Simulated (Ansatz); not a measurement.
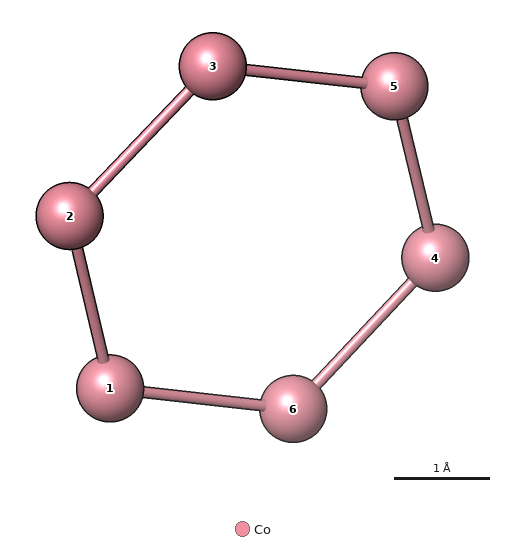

The starting structure (ball-and-stick view, seen at a tilt; atoms are numbered from 1 in the order of the input). Sticks mark near contacts. Bond lengths as drawn: Co–Co 2.19 Å.

# Geometry relaxation, with input and output: Co₆ (charge −1)

The run: geometry relaxation of Co₆, charge −1, multiplicity 12. Method and program: UKS r2SCAN-D4/def2-SVPD (Ansatz 0.2.0).

The run did not end well. The geometry: GFN2-xTB start.

The input
```yaml
crystal:
  periodic: [false, false, false]
  atoms:
    - {symbol: Co, position_ang: [-0.281580, -1.528680, -1.550430]}
    - {symbol: Co, position_ang: [1.707300, -0.679430, -1.200010]}
    - {symbol: Co, position_ang: [1.981340, 0.863650, 0.331270]}
    - {symbol: Co, position_ang: [-1.708890, 0.665830, 1.218750]}
    - {symbol: Co, position_ang: [0.282060, 1.518930, 1.550180]}
    - {symbol: Co, position_ang: [-1.980230, -0.840290, -0.349760]}
basis:
  gaussian: {orbitals: def2-SVPD}
total_charge: -1
magnetization: {spin_polarized: true, initial_magnetization: 11}
hamiltonian: {xc: r2scan, dispersion: d4}
scf: {lower_state_search: "off"}
output: {orbitals: {seedname: orbitals}}
relax: {f_tol: 0.02, max_steps: 100}
```

Run as:
```bash
ansatz run in.yaml --threads 4 --pin off --events-out ev --progress --plain --max-ram 4787MiB
```

The program's output
```
Functional definition: r2SCAN
  name "r2SCAN"
  cite "Furness, Kaplan, Ning, Perdew & Sun, J. Phys. Chem. Lett. 11, 8208 (2020) doi:10.1021/acs.jpclett.0c02405"
  cite "Furness, Kaplan, Ning, Perdew & Sun, J. Phys. Chem. Lett. 11, 9248 (2020) doi:10.1021/acs.jpclett.0c03077"
  parent r2scan
  parameter k0 = 0.174
  parameter k1 = 0.065
  parameter a1 = 4.9479
  exchange = r2scan_x(k0 = k0, k1 = k1, a1 = a1)
  correlation = r2scan_c
these checks for a lower state are left out or cut short: stability, starts, cluster_reference, orbital_swaps, neighbouring_geometries, increment
2310 factors; their error is unknown
mean field evaluation 1: about -225710.5137 eV, gradient 6.3e1 eV
mean field evaluation 2: about -223262.7877 eV, gradient 6.0e2 eV
mean field evaluation 4: about -225230.3594 eV, gradient 3.1e2 eV
mean field evaluation 8: about -225728.4870 eV, gradient 2.9e0 eV
mean field evaluation 16: about -225729.4045 eV, gradient 1.9e-1 eV
mean field evaluation 32: about -225729.5061 eV, gradient 3.8e-1 eV
mean field -225729.50732292 eV, -8295.4063891620 hartree, gradient 9.7e-6 eV, S^2 37.862367; 0 other end points of the search recorded, 0 dependent functions left out
the calculation of the forces begins
reference -225729.50735778 eV, -8295.4063904430 hartree; 87, 76 occupied and 117, 128 virtual orbitals, 2310 factors
relax step   1: F+E_penalty+E_count = -225729.57060088 eV  Δ(F+E_penalty+E_count) = +0.000e0 eV  max|allowed force component| = 1.740e-1 eV/Å  Δτ_max = 0.0000 Å  (555 SCF iters, accepted)
these checks for a lower state are left out or cut short: stability, starts, cluster_reference, orbital_swaps, neighbouring_geometries, increment
2310 factors; their error is unknown
mean field evaluation 64: about -225729.5531 eV, gradient 6.9e-5 eV
a density is far from that of the atoms, so the factors are made again for it
2429 factors; integrals over basis functions are off by at most 2.5e-5 eV
mean field -225729.55298384 eV, -8295.4080671698 hartree, gradient 8.7e-6 eV, S^2 37.895504; 0 other end points of the search recorded, 0 dependent functions left out
the calculation of the forces begins
reference -225729.55301893 eV, -8295.4080684592 hartree; 87, 76 occupied and 117, 128 virtual orbitals, 2429 factors
relax step   2: F+E_penalty+E_count = -225729.61627718 eV  Δ(F+E_penalty+E_count) = -4.568e-2 eV  max|allowed force component| = 2.917e-1 eV/Å  Δτ_max = 0.0380 Å  (217 SCF iters, accepted)
these checks for a lower state are left out or cut short: stability, starts, cluster_reference, orbital_swaps, neighbouring_geometries, increment
2310 factors; their error is unknown
a density is far from that of the atoms, so the factors are made again for it
2450 factors; integrals over basis functions are off by at most 2.7e-5 eV
mean field evaluation 96: about -225729.6897 eV, gradient 6.2e-1 eV
mean field -225729.69381445 eV, -8295.4132425993 hartree, gradient 2.2e-6 eV, S^2 37.911339; 0 other end points of the search recorded, 0 dependent functions left out
the calculation of the forces begins
reference -225729.69385001 eV, -8295.4132439061 hartree; 87, 76 occupied and 117, 128 virtual orbitals, 2450 factors
relax step   3: F+E_penalty+E_count = -225729.75714846 eV  Δ(F+E_penalty+E_count) = -1.409e-1 eV  max|allowed force component| = 2.902e-1 eV/Å  Δτ_max = 0.0741 Å  (288 SCF iters, accepted)
these checks for a lower state are left out or cut short: stability, starts, cluster_reference, orbital_swaps, neighbouring_geometries, increment
2310 factors; their error is unknown
mean field evaluation 128: about -225729.8414 eV, gradient 2.1e-4 eV
mean field -225729.84144079 eV, -8295.4186677671 hartree, gradient 2.9e-6 eV, S^2 37.652238; 0 other end points of the search recorded, 0 dependent functions left out
the calculation of the forces begins
reference -225729.84147641 eV, -8295.4186690763 hartree; 87, 76 occupied and 117, 128 virtual orbitals, 2310 factors
relax step   4: F+E_penalty+E_count = -225729.90499493 eV  Δ(F+E_penalty+E_count) = -1.478e-1 eV  max|allowed force component| = 4.841e-1 eV/Å  Δτ_max = 0.1911 Å  (352 SCF iters, accepted)
these checks for a lower state are left out or cut short: stability, starts, cluster_reference, orbital_swaps, neighbouring_geometries, increment
2310 factors; their error is unknown
mean field evaluation 160: about -225730.2014 eV, gradient 1.2e-1 eV
mean field -225730.19786519 eV, -8295.4317661221 hartree, gradient 8.4e-6 eV, S^2 37.103533; 0 other end points of the search recorded, 0 dependent functions left out
the calculation of the forces begins
reference -225730.19790047 eV, -8295.4317674187 hartree; 87, 76 occupied and 117, 128 virtual orbitals, 2310 factors
relax step   5: F+E_penalty+E_count = -225730.26203773 eV  Δ(F+E_penalty+E_count) = -3.570e-1 eV  max|allowed force component| = 7.137e-1 eV/Å  Δτ_max = 0.1925 Å  (559 SCF iters, accepted)
these checks for a lower state are left out or cut short: stability, starts, cluster_reference, orbital_swaps, neighbouring_geometries, increment
2310 factors; their error is unknown
mean field evaluation 192: about -225730.7294 eV, gradient 5.8e-2 eV
mean field -225730.73313045 eV, -8295.4514367576 hartree, gradient 2.8e-6 eV, S^2 37.203285; 0 other end points of the search recorded, 0 dependent functions left out
the calculation of the forces begins
reference -225730.73316559 eV, -8295.4514380491 hartree; 87, 76 occupied and 117, 128 virtual orbitals, 2310 factors
relax step   6: F+E_penalty+E_count = -225730.79807027 eV  Δ(F+E_penalty+E_count) = -5.360e-1 eV  max|allowed force component| = 9.516e-1 eV/Å  Δτ_max = 0.1964 Å  (307 SCF iters, accepted)
these checks for a lower state are left out or cut short: stability, starts, cluster_reference, orbital_swaps, neighbouring_geometries, increment
2310 factors; their error is unknown
mean field evaluation 224: about -225731.3358 eV, gradient 3.3e-2 eV
```

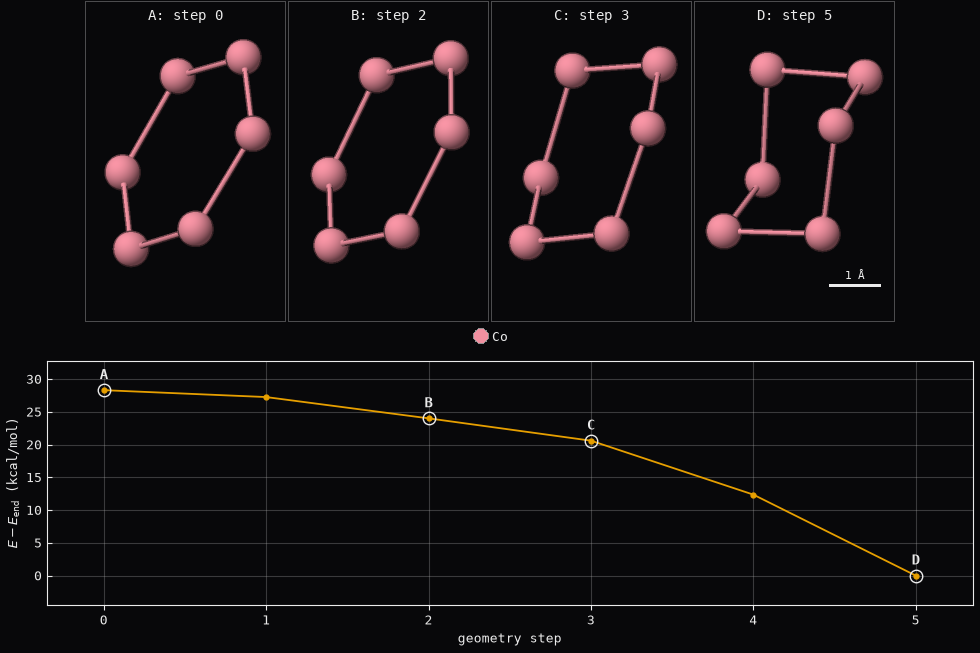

Frames of the relaxation (ball-and-stick view, seen at a tilt) above the curves, on which the letters mark them (the first geometry is step 0 here and step 1 in the log).

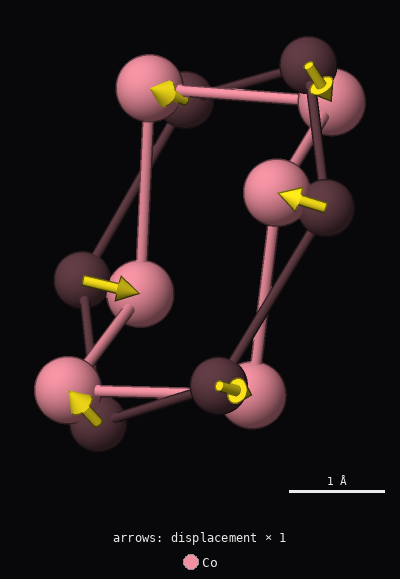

Start (faint) and end (solid) with the displacements as yellow arrows, at true length (ball-and-stick view, seen at a tilt). The two geometries are laid on each other by the best rigid fit. The run was cut off at its time limit before the relaxation converged, so the last structure is only a point on the way. The atom that moves furthest after the best rigid fit is Co2 (0.63 Å). Among the contacts that change: Co1–Co6 2.191 → 2.234 Å, Co2–Co3 2.191 → 2.222 Å, Co1–Co2 2.191 → 2.213 Å. Among the angles that change: Co2–Co3–Co5 120.2° → 94.9°, Co2–Co1–Co6 119.6° → 96.9°, Co1–Co6–Co4 120.8° → 102.0°. After 5 geometry steps the energy has fallen by 28.3 kcal/mol. The largest force component goes from 0.17 to 0.95 eV/Å. (Atoms are counted from 1 in the order of the input.)

```
Error: SIGTERM received: run cancelled behind 236 evaluations of the mean field
```

Trajectory as extended XYZ (Å, eV, eV/Å), 6 frames, from step=1 to step=6
```
6
Properties=species:S:1:pos:R:3:forces:R:3 step=1 energy=-225729.57060
Co   -0.2816   -1.5287   -1.5504    0.0013   0.1740  -0.0242
Co    1.7073   -0.6794   -1.2000    0.0629  -0.1383   0.0828
Co    1.9813    0.8637    0.3313   -0.1332   0.0777  -0.1366
Co   -1.7089    0.6658    1.2188    0.0594   0.0670  -0.1355
Co    0.2821    1.5189    1.5502    0.0220  -0.0831   0.1338
Co   -1.9802   -0.8403   -0.3498   -0.0124  -0.0973   0.0797
6
Properties=species:S:1:pos:R:3:forces:R:3 step=2 energy=-225729.61628
Co   -0.2820   -1.4997   -1.5553   -0.0290   0.2917  -0.1612
Co    1.7255   -0.7065   -1.1892    0.1012  -0.2668   0.2102
Co    1.9564    0.8776    0.3062   -0.1612   0.2130  -0.2635
Co   -1.7017    0.6775    1.1979    0.0069   0.2066  -0.2391
Co    0.2877    1.5089    1.5782    0.0651  -0.2139   0.2560
Co   -1.9860   -0.8577   -0.3379    0.0171  -0.2305   0.1976
6
Properties=species:S:1:pos:R:3:forces:R:3 step=3 energy=-225729.75715
Co   -0.2920   -1.4404   -1.5864   -0.0299   0.2221  -0.1574
Co    1.7444   -0.7585   -1.1446   -0.0471  -0.1499   0.2687
Co    1.9283    0.9235    0.2553   -0.1096   0.1738  -0.2045
Co   -1.6978    0.7163    1.1452   -0.0244   0.1889  -0.1875
Co    0.3034    1.4663    1.6297    0.0501  -0.2902   0.0864
Co   -1.9862   -0.9072   -0.2992    0.1609  -0.1447   0.1943
6
Properties=species:S:1:pos:R:3:forces:R:3 step=4 energy=-225729.90499
Co   -0.3276   -1.3221   -1.7154    0.1805   0.3172   0.0512
Co    1.7328   -0.8677   -0.9882   -0.3966   0.1466   0.3646
Co    1.9106    1.0634    0.1352   -0.4841  -0.1213   0.0439
Co   -1.7383    0.8460    1.0323    0.3564  -0.0271  -0.2243
Co    0.3346    1.2982    1.7105    0.1148  -0.3383  -0.4441
Co   -1.9121   -1.0178   -0.1744    0.2290   0.0230   0.2086
6
Properties=species:S:1:pos:R:3:forces:R:3 step=5 energy=-225730.26204
Co   -0.3532   -1.1827   -1.7779    0.1747   0.4338   0.4670
Co    1.6518   -0.9156   -0.8203   -0.7137   0.2898   0.4105
Co    1.8529    1.1344    0.0620   -0.5046  -0.2418  -0.1915
Co   -1.6812    0.8864    0.9107    0.5561  -0.0662  -0.3697
Co    0.3688    1.1813    1.7147   -0.1484  -0.5718  -0.4178
Co   -1.8390   -1.1037   -0.0891    0.6358   0.1562   0.1015
6
Properties=species:S:1:pos:R:3:forces:R:3 step=6 energy=-225730.79807
Co   -0.3623   -1.0493   -1.7822    0.2220   0.3551   0.5442
Co    1.5413   -0.9330   -0.6588   -0.9516   0.6059   0.4879
Co    1.7551    1.1862   -0.0259   -0.4283  -0.4583  -0.1757
Co   -1.6077    0.9347    0.7687    0.7750  -0.5779  -0.3101
Co    0.3878    1.0067    1.7047   -0.4058  -0.5906  -0.7327
Co   -1.7144   -1.1453   -0.0064    0.7887   0.6657   0.1864
```

Outcome

| quantity | value |
| --- | --- |
| outcome | stopped at the time limit |
| hardware | 4 threads of Arm Neoverse V2, 23 GiB of memory available, shared host |
| wall time | 20 min (CPU time 79 min) |
| peak memory | 1.1 GiB |

Diagnosis

The run was cut off by its time limit, so the output is incomplete.
